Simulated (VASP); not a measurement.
# Ca3FeRhO6: structure and properties in VASP, part 2 of 9

What structure does Ca3FeRhO6 take at this level, and what are its properties? The start is a cell from a database of measured crystal structures.

VASP 6.6.1; PBEsol, DFT+U (Fe d 3 eV, Rh d 3 eV), spin-polarised from a ferromagnetic start; plane waves and PAW (Ca_sv, Fe, Rh_pv, O).

So far: Starting point; Full relaxation (PBEsol + U).

**2. Full relaxation (PBEsol + U) (continued)**

Parts of OUTCAR (step 2):

```text
ion  position               nearest neighbor table
   1  0.619  0.881  0.250-  11 2.32  15 2.32  17 2.53  21 2.53   9 3.05  10 3.05
   2  0.250  0.619  0.881-  12 2.32  14 2.32  18 2.53  20 2.53  10 3.05   9 3.05
   3  0.881  0.250  0.619-  16 2.32  13 2.32  22 2.53  19 2.53   9 3.05  10 3.05
   4  0.381  0.119  0.750-  17 2.32  21 2.32  11 2.53  15 2.53   9 3.05  10 3.05
   5  0.750  0.381  0.119-  18 2.32  20 2.32  12 2.53  14 2.53  10 3.05   9 3.05
   6  0.119  0.750  0.381-  22 2.32  19 2.32  16 2.53  13 2.53   9 3.05  10 3.05
   7  0.250  0.250  0.250-  13 2.10  14 2.10  12 2.10  16 2.10  15 2.10  11 2.10   9 2.69  10 2.69

  LATTYP: Found a trigonal (rhomboedric) cell.
 ALAT       =     6.4064265363
 COS(alpha) =    -0.0285326672

 Subroutine GETGRP returns: Found 12 space group operations
 (whereof  6 operations were pure point group operations)

The static configuration has the point symmetry S_6 .
 The point group associated with its full space group is D_3d.

 Found     13 irreducible k-points:

   k-points           NKPTS =     13   k-points in BZ     NKDIM =     13   number of bands    NBANDS=    127

   dimension x,y,z NGX =    48 NGY =   48 NGZ =   48
   dimension x,y,z NGXF=    96 NGYF=   96 NGZF=   96

   ENCUT  =  520.0 eV  38.22 Ry    6.18 a.u.  11.91 11.91 11.91*2*pi/ulx,y,z

   NELECT =     178.0000    total number of electrons

 k-points in reciprocal lattice and weights: Automatic mesh
   0.00000000  0.00000000  0.00000000       0.016
   0.25000000  0.00000000  0.00000000       0.094
   0.50000000  0.00000000  0.00000000       0.047
   0.25000000  0.25000000  0.00000000       0.094
   0.50000000  0.25000000  0.00000000       0.188
  -0.25000000  0.25000000  0.00000000       0.094
   0.50000000  0.50000000  0.00000000       0.047
   0.25000000  0.25000000  0.25000000       0.031
   0.50000000  0.25000000  0.25000000       0.094
  -0.25000000  0.25000000  0.25000000       0.094
   0.50000000  0.50000000  0.25000000       0.094
  -0.25000000  0.50000000  0.25000000       0.094
   0.50000000  0.50000000  0.50000000       0.016

atom =   7  type =  2  l = 2

 onsite density matrix

spin component  1

  0.9769 -0.0000  0.0000 -0.0088 -0.0000
 -0.0000  1.0177  0.0000  0.0000 -0.0088
  0.0000  0.0000  0.9788 -0.0000 -0.0000
 -0.0088  0.0000 -0.0000  1.0177  0.0000
 -0.0000 -0.0088 -0.0000  0.0000  0.9769

spin component  2

  0.1345  0.0000 -0.0000 -0.0257  0.0000
  0.0000  0.2717  0.0000 -0.0000 -0.0257
 -0.0000  0.0000  0.1209  0.0000 -0.0000
 -0.0257 -0.0000  0.0000  0.2717 -0.0000
  0.0000 -0.0257 -0.0000 -0.0000  0.1345

 occupancies and eigenvectors

  o =  0.1209  v =  0.0000  0.0000  0.0000  0.0000  0.0000  0.0000 -0.0000 -1.0000  0.0000 -0.0000      0.0000  0.0000  0.0000  0.0000  0.0000  0.0000  0.0000  0.0000  0.0000  0.0000
  o =  0.1298  v =  0.0000  0.0000  0.0000  0.0000  0.0000  0.0000  0.1783 -0.0000  0.0000  0.9840      0.0000  0.0000  0.0000  0.0000  0.0000  0.0000  0.0000  0.0000  0.0000  0.0000
  o =  0.1298  v =  0.0000  0.0000  0.0000  0.0000  0.0000 -0.9840  0.0000 -0.0000 -0.1783  0.0000      0.0000  0.0000  0.0000  0.0000  0.0000  0.0000  0.0000  0.0000  0.0000  0.0000
  o =  0.2763  v =  0.0000  0.0000  0.0000  0.0000  0.0000  0.0000 -0.9840 -0.0000  0.0000  0.1783      0.0000  0.0000  0.0000  0.0000  0.0000  0.0000  0.0000  0.0000  0.0000  0.0000
  o =  0.2763  v =  0.0000  0.0000  0.0000  0.0000  0.0000 -0.1783  0.0000  0.0000  0.9840 -0.0000      0.0000  0.0000  0.0000  0.0000  0.0000  0.0000  0.0000  0.0000  0.0000  0.0000
  o =  0.9751  v =  0.0000 -0.2022 -0.0000  0.0000 -0.9793  0.0000  0.0000  0.0000  0.0000  0.0000      0.0000  0.0000  0.0000  0.0000  0.0000  0.0000  0.0000  0.0000  0.0000  0.0000
  o =  0.9751  v = -0.9793  0.0000  0.0000 -0.2022 -0.0000  0.0000  0.0000  0.0000  0.0000  0.0000      0.0000  0.0000  0.0000  0.0000  0.0000  0.0000  0.0000  0.0000  0.0000  0.0000
  o =  0.9788  v =  0.0000 -0.0000  1.0000  0.0000 -0.0000  0.0000  0.0000  0.0000  0.0000  0.0000      0.0000  0.0000  0.0000  0.0000  0.0000  0.0000  0.0000  0.0000  0.0000  0.0000
  o =  1.0195  v =  0.0000 -0.9793 -0.0000 -0.0000  0.2022  0.0000  0.0000  0.0000  0.0000  0.0000      0.0000  0.0000  0.0000  0.0000  0.0000  0.0000  0.0000  0.0000  0.0000  0.0000
  o =  1.0195  v =  0.2022  0.0000  0.0000 -0.9793 -0.0000  0.0000  0.0000  0.0000  0.0000  0.0000      0.0000  0.0000  0.0000  0.0000  0.0000  0.0000  0.0000  0.0000  0.0000  0.0000

atom =   8  type =  2  l = 2

 onsite density matrix

spin component  1

  0.9769  0.0000  0.0000 -0.0088 -0.0000
  0.0000  1.0177  0.0000 -0.0000 -0.0088
  0.0000  0.0000  0.9788 -0.0000 -0.0000
 -0.0088 -0.0000 -0.0000  1.0177  0.0000
 -0.0000 -0.0088 -0.0000  0.0000  0.9769

spin component  2

  0.1345 -0.0000 -0.0000 -0.0257  0.0000
 -0.0000  0.2717  0.0000  0.0000 -0.0257
 -0.0000  0.0000  0.1209  0.0000 -0.0000
 -0.0257  0.0000  0.0000  0.2717 -0.0000
  0.0000 -0.0257 -0.0000 -0.0000  0.1345

 occupancies and eigenvectors

  o =  0.1209  v =  0.0000  0.0000  0.0000  0.0000  0.0000  0.0000 -0.0000 -1.0000 -0.0000 -0.0000      0.0000  0.0000  0.0000  0.0000  0.0000  0.0000  0.0000  0.0000  0.0000  0.0000
  o =  0.1298  v =  0.0000  0.0000  0.0000  0.0000  0.0000  0.0000  0.1783 -0.0000  0.0000  0.9840      0.0000  0.0000  0.0000  0.0000  0.0000  0.0000  0.0000  0.0000  0.0000  0.0000
  o =  0.1298  v =  0.0000  0.0000  0.0000  0.0000  0.0000 -0.9840  0.0000 -0.0000 -0.1783  0.0000      0.0000  0.0000  0.0000  0.0000  0.0000  0.0000  0.0000  0.0000  0.0000  0.0000
  o =  0.2763  v =  0.0000  0.0000  0.0000  0.0000  0.0000  0.0000  0.9840  0.0000  0.0000 -0.1783      0.0000  0.0000  0.0000  0.0000  0.0000  0.0000  0.0000  0.0000  0.0000  0.0000
  o =  0.2763  v =  0.0000  0.0000  0.0000  0.0000  0.0000  0.1783  0.0000 -0.0000 -0.9840  0.0000      0.0000  0.0000  0.0000  0.0000  0.0000  0.0000  0.0000  0.0000  0.0000  0.0000
  o =  0.9751  v =  0.0000 -0.2022 -0.0000  0.0000 -0.9793  0.0000  0.0000  0.0000  0.0000  0.0000      0.0000  0.0000  0.0000  0.0000  0.0000  0.0000  0.0000  0.0000  0.0000  0.0000
  o =  0.9751  v = -0.9793  0.0000  0.0000 -0.2022 -0.0000  0.0000  0.0000  0.0000  0.0000  0.0000      0.0000  0.0000  0.0000  0.0000  0.0000  0.0000  0.0000  0.0000  0.0000  0.0000
  o =  0.9788  v =  0.0000 -0.0000  1.0000 -0.0000 -0.0000  0.0000  0.0000  0.0000  0.0000  0.0000      0.0000  0.0000  0.0000  0.0000  0.0000  0.0000  0.0000  0.0000  0.0000  0.0000
  o =  1.0195  v =  0.0000  0.9793  0.0000  0.0000 -0.2022  0.0000  0.0000  0.0000  0.0000  0.0000      0.0000  0.0000  0.0000  0.0000  0.0000  0.0000  0.0000  0.0000  0.0000  0.0000
[...]
k-point     1 :       0.0000    0.0000    0.0000
  band No.  band energies     occupation
    ...
     90       3.5251      1.00000
     91       3.5338      1.00000
     92       4.3926      1.00000
     93       4.5736      1.00000
     94       4.5736      1.00000
     95       7.7113      0.00000
     96       7.7113      0.00000
     97       7.8123      0.00000
     98       7.8123      0.00000
     99       8.2586      0.00000
    ...

 k-point     2 :       0.2500    0.0000    0.0000
  band No.  band energies     occupation
    ...
     90       3.8935      1.00000
     91       3.9980      1.00000
     92       4.2954      1.00000
     93       4.5098      1.00000
     94       4.5138      1.00000
     95       7.7328      0.00000
     96       7.7419      0.00000
     97       7.8228      0.00000
     98       7.8529      0.00000
     99       8.7190      0.00000
    ...

 k-point     3 :       0.5000    0.0000    0.0000
  band No.  band energies     occupation
    ...
     90       3.9698      1.00000
     91       4.2705      1.00000
     92       4.2705      1.00000
     93       4.3914      1.00000
     94       4.3914      1.00000
     95       7.7511      0.00000
     96       7.7511      0.00000
     97       7.8722      0.00000
     98       7.8722      0.00000
     99       9.4240      0.00000
    ...

 k-point     4 :       0.2500    0.2500    0.0000
  band No.  band energies     occupation
    ...
     90       4.0805      1.00000
     91       4.2191      1.00000
     92       4.3005      1.00000
     93       4.3277      1.00000
     94       4.4090      1.00000
     95       7.7690      0.00000
     96       7.7847      0.00000
     97       7.8518      0.00000
     98       7.9050      0.00000
     99       9.1301      0.00000
    ...

 k-point     5 :       0.5000    0.2500    0.0000
  band No.  band energies     occupation
    ...
     90       3.9414      1.00000
     91       4.1059      1.00000
     92       4.2208      1.00000
     93       4.3884      1.00000
     94       4.5916      1.00000
     95       7.7550      0.00000
     96       7.7782      0.00000
     97       7.9557      0.00000
     98       7.9836      0.00000
     99       9.2535      0.00000
    ...

 k-point     6 :      -0.2500    0.2500    0.0000
  band No.  band energies     occupation
    ...
     90       3.7245      1.00000
     91       3.9799      1.00000
     92       4.2623      1.00000
     93       4.4644      1.00000
     94       4.6400      1.00000
     95       7.7301      0.00000
     96       7.7433      0.00000
     97       7.9073      0.00000
     98       7.9469      0.00000
     99       8.9368      0.00000
    ...

  Total       -0.0339712     -0.0339712     -0.1071741      0.0000000     -0.0000000      0.0000000
  in kB       -0.2123600     -0.2123600     -0.6699639      0.0000000     -0.0000000      0.0000000
  external PRESSURE =      -0.3648947 kB  Pullay stress =       0.0000000 kB

  energy-cutoff  :      520.00
  volume of cell :      256.30
      direct lattice vectors                 reciprocal lattice vectors
     4.553043748  2.628701034  3.569067034     0.109816647  0.063402671  0.093395089
    -4.553043748  2.628701034  3.569067034    -0.109816647  0.063402671  0.093395089
    -0.000000000 -5.257402068  3.569067034     0.000000000 -0.126805342  0.093395089

 POSITION                                       TOTAL-FORCE (eV/Angst)
 -----------------------------------------------------------------------------------
     -1.19541      2.62870      6.24587        -0.003065      0.000000      0.000000
     -1.67882     -2.34960      6.24587         0.001533     -0.002655      0.000000
      2.87423     -0.27910      6.24587         0.001533      0.002655      0.000000
      1.19541     -2.62870      4.46133         0.003065      0.000000      0.000000
      1.67882      2.34960      4.46133        -0.001533      0.002655      0.000000
     -2.87423      0.27910      4.46133        -0.001533     -0.002655      0.000000
     -0.00000      0.00000      2.67680        -0.000000      0.000000      0.000000
     -0.00000      0.00000      8.03040        -0.000000      0.000000      0.000000
      4.55304      2.62870      3.56907        -0.000000      0.000000      0.000000
     -0.00000      0.00000      5.35360        -0.000000      0.000000      0.000000
     -3.01921      2.79363      4.85764         0.002931     -0.005637     -0.001104
     -0.90975     -4.01153      4.85764         0.003417      0.005357     -0.001104
      3.92896      1.21790      4.85764        -0.006348      0.000280     -0.001104
     -0.62408      1.41080      4.06503        -0.006348     -0.000280      0.001104
      1.53383     -0.16493      4.06503         0.002931      0.005637      0.001104
     -0.90975     -1.24587      4.06503         0.003417     -0.005357      0.001104
      3.01921     -2.79363      5.84956        -0.002931      0.005637      0.001104
      0.90975      4.01153      5.84956        -0.003417     -0.005357      0.001104
     -3.92896     -1.21790      5.84956         0.006348     -0.000280      0.001104
      0.62408     -1.41080      6.64218         0.006348      0.000280     -0.001104
     -1.53383      0.16493      6.64218        -0.002931     -0.005637     -0.001104
      0.90975      1.24587      6.64218        -0.003417      0.005357     -0.001104
 -----------------------------------------------------------------------------------
    total drift:                                0.000000      0.000000     -0.000000

  FREE ENERGIE OF THE ION-ELECTRON SYSTEM (eV)
  ---------------------------------------------------
  free  energy   TOTEN  =      -149.6911233366 eV

  energy  without entropy=     -149.6911233366  energy(sigma->0) =     -149.69112334

 reached required accuracy - stopping structural energy minimisation

 total charge
# of ion       s       p       d       tot
------------------------------------------
    1        2.030   5.866   0.284   8.181
    2        2.030   5.866   0.284   8.181
    3        2.030   5.866   0.284   8.181
    4        2.030   5.866   0.284   8.181
    5        2.030   5.866   0.284   8.181
    6        2.030   5.866   0.284   8.181
    7        0.367   0.505   5.876   6.748
    8        0.367   0.505   5.876   6.748
    9        0.377   6.406   7.176  13.959
   10        0.377   6.406   7.176  13.959
   11        1.553   3.435   0.000   4.988
   12        1.553   3.435   0.000   4.988
   13        1.553   3.435   0.000   4.988
   14        1.553   3.435   0.000   4.988
   15        1.553   3.435   0.000   4.988
   16        1.553   3.435   0.000   4.988
   17        1.553   3.435   0.000   4.988
   18        1.553   3.435   0.000   4.988
   19        1.553   3.435   0.000   4.988
   20        1.553   3.435   0.000   4.988
   21        1.553   3.435   0.000   4.988
   22        1.553   3.435   0.000   4.988
--------------------------------------------------
tot         32.302  90.241  27.811 150.354

 magnetization (x)
# of ion       s       p       d       tot
------------------------------------------
    1        0.001   0.001   0.003   0.006
    2        0.001   0.001   0.003   0.006
    3        0.001   0.001   0.003   0.006
    4        0.001   0.001   0.003   0.006
    5        0.001   0.001   0.003   0.006
    6        0.001   0.001   0.003   0.006
    7        0.015   0.025   4.032   4.072
    8        0.015   0.025   4.032   4.072
    9       -0.001  -0.002   0.083   0.079
   10       -0.001  -0.002   0.083   0.079
   11        0.005   0.105   0.000   0.111
   12        0.005   0.105   0.000   0.111
   13        0.005   0.105   0.000   0.111
   14        0.005   0.105   0.000   0.111
   15        0.005   0.105   0.000   0.111
   16        0.005   0.105   0.000   0.111
   17        0.005   0.105   0.000   0.111
   18        0.005   0.105   0.000   0.111
   19        0.005   0.105   0.000   0.111
   20        0.005   0.105   0.000   0.111
   21        0.005   0.105   0.000   0.111
   22        0.005   0.105   0.000   0.111
--------------------------------------------------
tot          0.094   1.319   8.249   9.662

[... 6 further parts left out ...]
[key lines of the parts left out:]
E-fermi :   5.0010
```

The magnetic state follows from one typed start and may not be the lowest. The gap is read on the k-mesh alone, so it is an upper bound where the band edges lie off the mesh. The PAW data sets were made with PBE, which is usual practice but a small mismatch for other functionals. The run keeps the 12 symmetry operations of its start, so it cannot find a distortion of lower symmetry.

The steps of the relaxation:

```tsv
step	energy less that of the first step (eV)	largest force (eV/Å)	pressure (GPa)	volume (Å³)
1	0.0000	0.1412	-3.64	262.61
2	-0.0254	0.3148	3.03	252.43
3	-0.0698	0.1487	-0.05	256.88
4	-0.0767	0.0221	-0.02	256.32
5	-0.0767	0.0230	-0.02	256.26
6	-0.0772	0.0168	0.03	256.18
7	-0.0775	0.0138	0.10	256.08
8	-0.0777	0.0119	-0.09	256.35
9	-0.0777	0.0118	-0.08	256.33
10	-0.0778	0.0064	-0.04	256.30
```

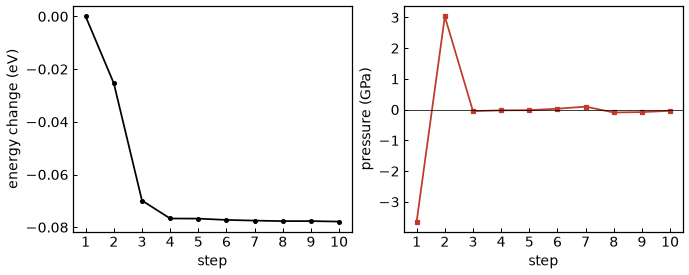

Energy and pressure along the relaxation.

```tsv
conventional cell, symmetrised	before	after	change
a (Å)	9.188	9.106	-0.9 %
b (Å)	9.188	9.106	-0.9 %
c (Å)	10.775	10.707	-0.6 %
volume (Å³/atom)	11.94	11.65	-2.4 %
```

The atoms that moved most (Å, as changes of fractional coordinates times the final cell):

```tsv
atom	dx	dy	dz	length
O15	0.001	0.005	-0.009	0.011
O11	0.001	-0.005	0.009	0.011
O17	-0.001	0.005	-0.009	0.011
O21	-0.001	-0.005	0.009	0.011
O14	-0.005	-0.002	-0.009	0.011
O13	-0.005	0.002	0.009	0.011
O19	0.005	-0.002	-0.009	0.011
O20	0.005	0.002	0.009	0.011
```

The relaxed structure:

```
Ca Fe Rh O
1.0
     4.55304    2.62870    3.56907
    -4.55304    2.62870    3.56907
     0.00000   -5.25740    3.56907
Ca Fe Rh O
6 2 2 12
Direct
  0.61872 0.88128 0.25000
  0.25000 0.61872 0.88128
  0.88128 0.25000 0.61872
  0.38128 0.11872 0.75000
  0.75000 0.38128 0.11872
  0.11872 0.75000 0.38128
  0.25000 0.25000 0.25000
  0.75000 0.75000 0.75000
  0.00000 0.00000 0.00000
  0.50000 0.50000 0.50000
  0.29924 0.96236 0.09943
  0.09943 0.29924 0.96236
  0.96236 0.09943 0.29924
  0.40057 0.53764 0.20076
  0.53764 0.20076 0.40057
  0.20076 0.40057 0.53764
  0.70076 0.03764 0.90057
  0.90057 0.70076 0.03764
  0.03764 0.90057 0.70076
  0.59943 0.46236 0.79924
  0.46236 0.79924 0.59943
  0.79924 0.59943 0.46236
```

Numbers from this step:

* electrons: 178
* bands: 127
* irreducible k-points: 13
* symmetry operations: 12
* free energy (TOTEN): -149.6911 eV
* Fermi energy: 5.001 eV
* pressure: -0.03649 GPa
* moment of the cell, from the last line of the log: 10 μB
* metallic: no
* valence top at k: 0.5, 0.5, 0
* conduction bottom at k: 0, 0, 0
* least direct gap at k: 0, 0, 0
* SCF cycles over all ionic steps: 136
* gap on the k-mesh: 1.327 eV
* least direct gap on the k-mesh: 1.329 eV

Spin moment in the PAW sphere by atom:

```tsv
atom	spin moment in the PAW sphere (μB)
Ca1	0.01
Ca2	0.01
Ca3	0.01
Ca4	0.01
Ca5	0.01
Ca6	0.01
Fe7	4.07
Fe8	4.07
Rh9	0.08
Rh10	0.08
O11	0.11
O12	0.11
O13	0.11
O14	0.11
O15	0.11
O16	0.11
O17	0.11
O18	0.11
O19	0.11
O20	0.11
O21	0.11
O22	0.11
```

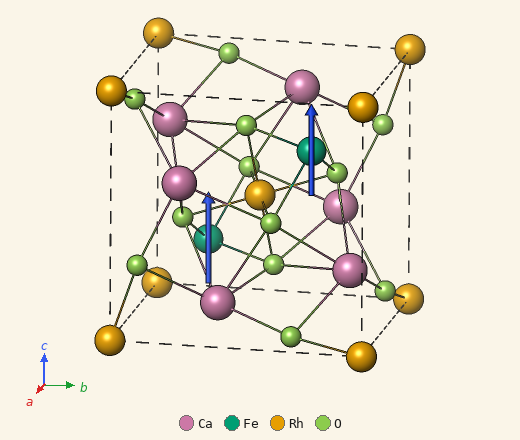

Spin moment in the PAW sphere as arrows, the longest 4.07 μB. Up and down stand for the sign. Arrows give size and sign along the axis of quantisation, drawn up and down the page. Bonds to atoms that aren't drawn are left out. Some periodic images of atoms are drawn too.

It ends with a largest force of 0.006 eV/Å and a pressure of -0.04 GPa. The volume lies -2.4 % from that of the database's start, which holds the thermal and zero-point expansion of its experiment.

(Continued in part 3 of 9.)

[Lines on the potential files, build, host, timing and source positions are cut from VASP's logs without a mark.]

[Logs are printed without paths, hosts, clocks, repeated set-up lines and the standing remarks that a program may print on its own settings, such as how far it seeks lower states.]

[Hosts, paths, dates, database ids (printed as entryN), source tags and the programs' standing remarks are cut or masked in the printed files.]

[A measured line is paired with the nearest computed mode of its activity, which favours agreement.]
